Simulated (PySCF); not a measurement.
## Electronic structure of C$_{2}$H$_{7}$N$_{2}$Si (doublet) in real space

```
atom    x (Å)    y (Å)    z (Å)
   N  -2.8802  -0.0456   0.6390
   C  -1.7757   0.2854   0.2665
   C  -0.5122   0.3517   1.1735
   N   0.5074  -0.5271   0.7251
  Si   1.5049  -0.2195  -0.6561
   H  -1.5068   0.5613  -0.7608
   H  -0.8205   0.1098   2.1924
   H  -0.1522   1.3823   1.1280
   H   0.3156  -1.4879   0.9660
   H   2.0318   1.1280  -0.4483
   H   2.5075  -1.2756  -0.5955
   H   0.7815  -0.2636  -1.9354
```

Geometry: GFN2-xTB.

Method: UKS B3LYP, pcH-1 on C H N Si, non-relativistic, mean-field spin-orbit, GIAO in PySCF 2.14.0, density-fitted response routines.

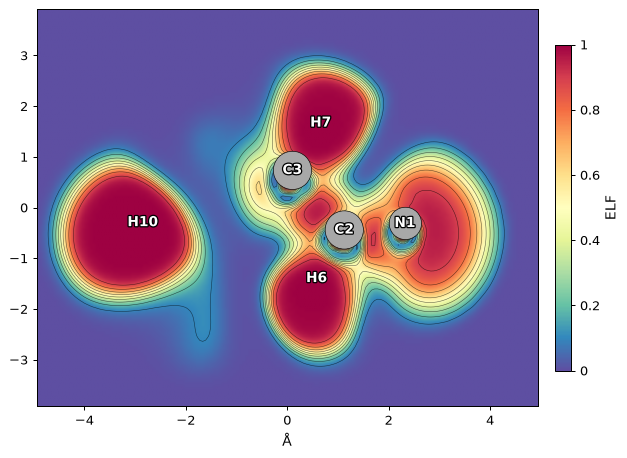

Figure 1. Electron localisation function on the plane of atoms C3, C2 and H6. Grey discs cover the atomic cores.

### What does the map show?

Atoms in the plane: N, C and H. C–N (1.21 Å): the ELF peaks at about 0.90 between the atoms: a multiple bond. C–C (1.56 Å): the ELF peaks at about 0.95 between the atoms (localised, covalent bonding). C–H (1.09 Å): the ELF is about 1 at the midpoint; an ordinary covalent bond to hydrogen. The ELF also peaks beside N1, away from the bonds: non-bonding electrons, paired or unpaired.

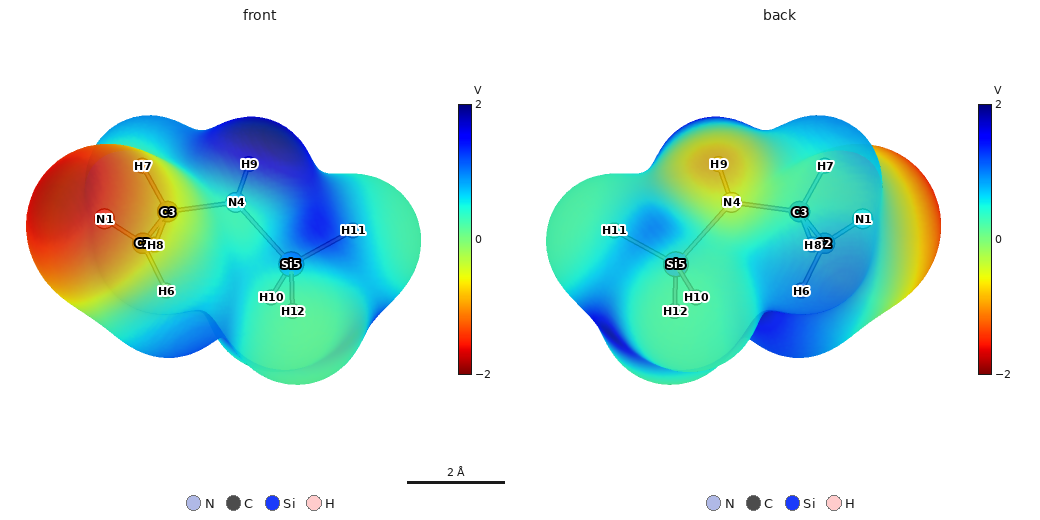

Figure 2. The electrostatic potential painted on the density surface at 0.002 e/bohr³, seen from the front and from behind; red is negative and blue positive.

### Describe the electrostatic potential map.

The most negative region (about −1.8 V) lies over N1, the most positive (about +1.9 V) over H9. N1 is the likeliest acceptor of a hydrogen bond.
